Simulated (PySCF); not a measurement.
**[Sm(HCN)]2+: other functionals and bases at one geometry**

How far do other levels of theory move the description of [Sm(HCN)]2+, and what does each cost? It is a constructed species; whether it can be made isn't addressed.

Method: several levels, as the steps say, no spin–orbit coupling; program: PySCF 2.14.0.

1 further run of the same task is left out (for a known fault of the program).

## Step 1: The system as given

4 atoms, charge 2, spin multiplicity 1.

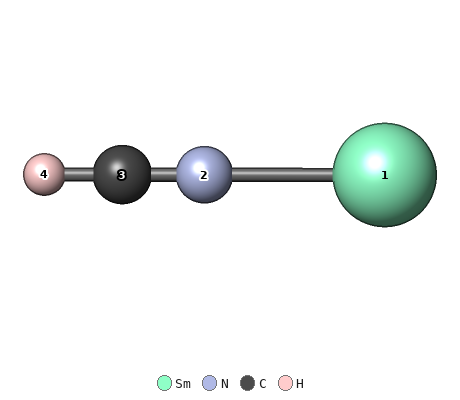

The structure; samarium green, nitrogen light blue, carbon dark grey, hydrogen pink; atoms are numbered from 1 in the order of the file.

Coordinates:

```xyz
4
CHNSm
Sm    0.0000    0.0000   -0.3643
N     0.0000    0.0000    2.1677
C     0.0000    0.0000    3.3213
H     0.0000    0.0000    4.4155
```

Formal oxidation states: Sm +2. Each metal's 6 4f electrons lie in its core potential, so multiplicities, spins and levels count the valence alone. An earlier session relaxed this geometry at PBE0, Sm lcecp-0-SVP with ECP52, N def2-SVP, C def2-SVP, H def2-SVP (singlet, point group C∞v).

At PBE0 on the finer grid: E = -121.529500 Eh, frontier levels not given, since the 4f levels lie in the core, Mulliken charge on Sm1 +1.78 e, largest force component 0.001 eV/Å. 

Levels to run: B3LYP; wB97X; PBE0, TZVP. Hardware: 2 threads of Arm Neoverse V1, shared host.

## Step 2: B3LYP

The input, run.py (the lines that set the calculation):

```python
mol = gto.M(atom='''
Sm     0.00000     0.00000    -0.36431
N      0.00000     0.00000     2.16771
C      0.00000     0.00000     3.32131
H      0.00000     0.00000     4.41547''',
    basis={'Sm': 'lcecp-0-SVP', 'N': 'def2-SVP', 'C': 'def2-SVP', 'H': 'def2-SVP'},
    ecp={'Sm': 'lcecp-0-SVP'},
    charge=2, spin=0)
mf = dft.RKS(mol, xc='B3LYP')
mf.grids.atom_grid = (75, 302)  # f atoms: unpruned, at least (60, 302)
mf = mf.density_fit()  # fitting sets: Sm AutoAux, N def2-universal-JKFIT, C def2-universal-JKFIT, H def2-universal-JKFIT
mf.conv_tol = 1e-08; mf.max_cycle = 55
mf.kernel(dm0)  # dm0: the density of the relaxed state
```

On the command line:

```bash
> OMP_NUM_THREADS=2 python run.py
```

What it wrote:

```text
init E= -121.657900765179
cycle= 1 E= -121.658271065605  delta_E= -0.00037  |g|= 0.0162  |ddm|= 0.114
cycle= 2 E= -121.658066349536  delta_E= 0.000205  |g|= 0.0348  |ddm|= 0.0312
cycle= 3 E= -121.658321241859  delta_E= -0.000255  |g|= 0.00427  |ddm|= 0.0227
cycle= 4 E= -121.658326047956  delta_E= -4.81e-06  |g|= 0.000431  |ddm|= 0.00374
cycle= 5 E= -121.658326097762  delta_E= -4.98e-08  |g|= 3.32e-05  |ddm|= 0.000414
cycle= 6 E= -121.658326098116  delta_E= -3.54e-10  |g|= 7.89e-06  |ddm|= 6.17e-05
Extra cycle  E= -121.658326098108  delta_E= 8.5e-12  |g|= 1.1e-05  |ddm|= 1.65e-05
converged SCF energy = -121.658326098108
```

It took 1.7 s on 2 threads of Arm Neoverse V1, shared host.

Read off: E = -121.658326 Eh, frontier levels not given, since the 4f levels lie in the core, Mulliken charge on Sm1 +1.76 e, largest force component 0.244 eV/Å. 

## Step 3: wB97X

run.py (the lines that set the calculation), as its differences from that of step 2:

```diff
@@ -8,3 +8,3 @@
     charge=2, spin=0)
-mf = dft.RKS(mol, xc='B3LYP')
+mf = dft.RKS(mol, xc='WB97X')
 mf.grids.atom_grid = (75, 302)  # f atoms: unpruned, at least (60, 302)
```

On the command line:

```bash
> OMP_NUM_THREADS=2 python run.py
```

What it wrote:

```text
init E= -121.636205852998
cycle= 1 E= -121.636729942864  delta_E= -0.000524  |g|= 0.0124  |ddm|= 0.0727
cycle= 2 E= -121.636724807846  delta_E= 5.14e-06  |g|= 0.0153  |ddm|= 0.0189
cycle= 3 E= -121.636773425681  delta_E= -4.86e-05  |g|= 0.00168  |ddm|= 0.0103
cycle= 4 E= -121.636774420481  delta_E= -9.95e-07  |g|= 0.000197  |ddm|= 0.00258
cycle= 5 E= -121.636774433412  delta_E= -1.29e-08  |g|= 3.25e-05  |ddm|= 0.000278
cycle= 6 E= -121.636774434206  delta_E= -7.94e-10  |g|= 5.03e-06  |ddm|= 8.77e-05
Extra cycle  E= -121.636774434215  delta_E= -9.24e-12  |g|= 4.24e-06  |ddm|= 1.18e-05
converged SCF energy = -121.636774434215
```

It took 2.2 s on 2 threads of Arm Neoverse V1, shared host.

It gives: E = -121.636774 Eh, frontier levels not given, since the 4f levels lie in the core, Mulliken charge on Sm1 +1.79 e, largest force component 0.291 eV/Å. 

## Step 4: PBE0, TZVP

Basis: Sm lcecp-0-TZVP with ECP52, N def2-TZVP, C def2-TZVP, H def2-TZVP. 

The input, run.py (the lines that set the calculation):

```python
mol = gto.M(atom='''
Sm     0.00000     0.00000    -0.36431
N      0.00000     0.00000     2.16771
C      0.00000     0.00000     3.32131
H      0.00000     0.00000     4.41547''',
    basis={'Sm': 'lcecp-0-TZVP', 'N': 'def2-TZVP', 'C': 'def2-TZVP', 'H': 'def2-TZVP'},
    ecp={'Sm': 'lcecp-0-TZVP'},
    charge=2, spin=0)
mf = dft.RKS(mol, xc='PBE0')
mf.grids.atom_grid = (75, 302)  # f atoms: unpruned, at least (60, 302)
mf = mf.density_fit()  # fitting sets: Sm AutoAux, N def2-universal-JKFIT, C def2-universal-JKFIT, H def2-universal-JKFIT
mf.conv_tol = 1e-08; mf.max_cycle = 55
mf.kernel(dm0)  # dm0: free metal ions and neutral atoms
```

On the command line:

```bash
> OMP_NUM_THREADS=2 python run.py
```

What it wrote:

```text
init E= -121.640894478179
cycle= 1 E= -121.465054294368  delta_E= 0.176  |g|= 0.828  |ddm|= 1.46
cycle= 2 E= -120.729554349209  delta_E= 0.735  |g|= 1.95  |ddm|= 1.34
cycle= 3 E= -121.637319043338  delta_E= -0.908  |g|= 0.0569  |ddm|= 0.91
cycle= 4 E= -121.637935897351  delta_E= -0.000617  |g|= 0.0194  |ddm|= 0.0611
cycle= 5 E= -121.638022806073  delta_E= -8.69e-05  |g|= 0.00538  |ddm|= 0.0163
cycle= 6 E= -121.638028883991  delta_E= -6.08e-06  |g|= 0.00116  |ddm|= 0.00386
cycle= 7 E= -121.638029166207  delta_E= -2.82e-07  |g|= 0.000288  |ddm|= 0.000827
cycle= 8 E= -121.638029183917  delta_E= -1.77e-08  |g|= 7.04e-05  |ddm|= 0.000228
cycle= 9 E= -121.63802918506  delta_E= -1.14e-09  |g|= 5.38e-06  |ddm|= 3.75e-05
Extra cycle  E= -121.638029185037  delta_E= 2.24e-11  |g|= 1.15e-05  |ddm|= 7.06e-06
converged SCF energy = -121.638029185037
```

It took 5.4 s on 2 threads of Arm Neoverse V1, shared host.

Read off: E = -121.638029 Eh, frontier levels not given, since the 4f levels lie in the core, Mulliken charge on Sm1 +1.86 e, largest force component 1.081 eV/Å. 

## Step 5: All levels side by side

| level | state | charge on Sm1 (e) | dipole (D) | largest force (eV/Å) | basis functions | time |
| --- | --- | --- | --- | --- | --- | --- |
| PBE0 (relaxed here) | singlet | 1.78 | 2.41 | 0.00 | 64 | 3.8 s |
| B3LYP | singlet | 1.76 | 2.43 | 0.24 | 64 | 1.7 s |
| wB97X | singlet | 1.79 | 2.31 | 0.29 | 64 | 2.2 s |
| PBE0, TZVP | singlet | 1.86 | 2.50 | 1.08 | 115 | 5.4 s |

Times are on 2 threads of Arm Neoverse V1, shared host; the first row also made further properties. The dipole of a charged species depends on the origin, so these sizes hold for this origin alone.

The largest leftover force, 1.08 eV/Å with PBE0, TZVP, stands at a geometry relaxed at another level. The Mulliken charge on Sm spans +1.76 to +1.86 e over the levels. With 4f in the core, its levels are missing from HOMO and gap. Total energies of different levels can't be compared. Spin–orbit coupling is left out throughout.
